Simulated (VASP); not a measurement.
Band structure of LaNi$_{2}$B$_{2}$C (space group I4/mmm). All values below come from LDA (Ceperley-Alder, Perdew-Zunger), VASP's LDA PAW potentials (set 64) (plane waves; VASP).

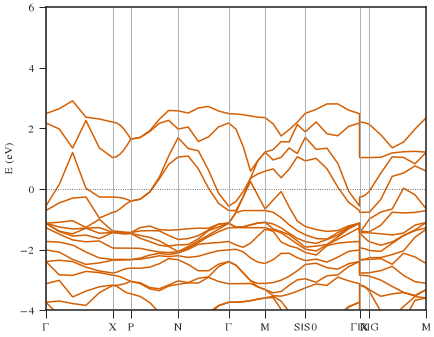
*Bands along high-symmetry lines, zero at the valence-band maximum or, without a gap, the Fermi level*

Task: Read the plot: is there a gap, and where are the band edges?

Result: It has no gap at this level: it comes out as a metal or semimetal.

The structure comes from a computed database's LaNi2B2C entry (I4/mmm); how it stands against other phases isn't given here. The cell was not relaxed at this level. The run is not spin-polarised, so no magnetic state was tried. The electron count is odd and the run is not spin-polarised, which forces a metal.
